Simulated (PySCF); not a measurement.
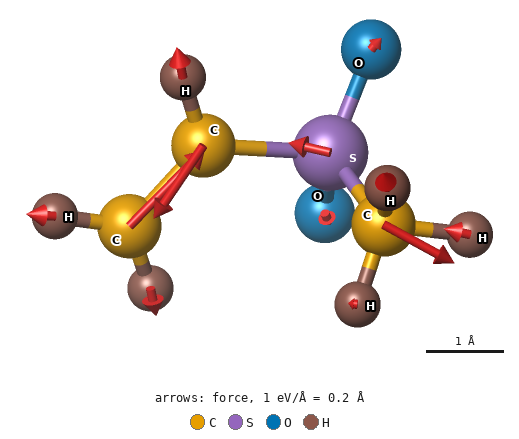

Starting geometry of C3H6O2S with the computed forces as red arrows. Style: ball-and-stick. Shown at a tilt.

The start comes from MMFF94s. Its atoms were then displaced at random by about 0.03 Å.

All numbers below come from PySCF, PBE0-D3(BJ)/def2-SVP geometry optimisation, gas phase. 

> Is this structure relaxed? If not, where do the atoms go?

It isn't relaxed: the largest force vector, on a C atom, is 7.01 eV/Å. The final displacements have little in common with the starting forces (cosine between the two patterns 0.13). Over 9 geometry steps the energy falls by 0.954 eV. The atom that moves furthest after the best rigid fit is an H atom (0.56 Å). By element the largest moves are H 0.56 Å, O 0.34 Å, C 0.28 Å, S 0.18 Å. Among the contacts that change: C–S 1.680 → 1.785 Å, C–C 1.431 → 1.329 Å, C–H 1.177 → 1.099 Å, C–H 1.042 → 1.093 Å. Bond angles that change, for instance: H–C–H 101.7° → 110.6°, S–C–H 115.7° → 109.2°, C–S–C 98.4° → 103.8°. Groups turn about C–S by about 30°. The run took 50 s on 1 thread of Arm Neoverse V1 (shared host).
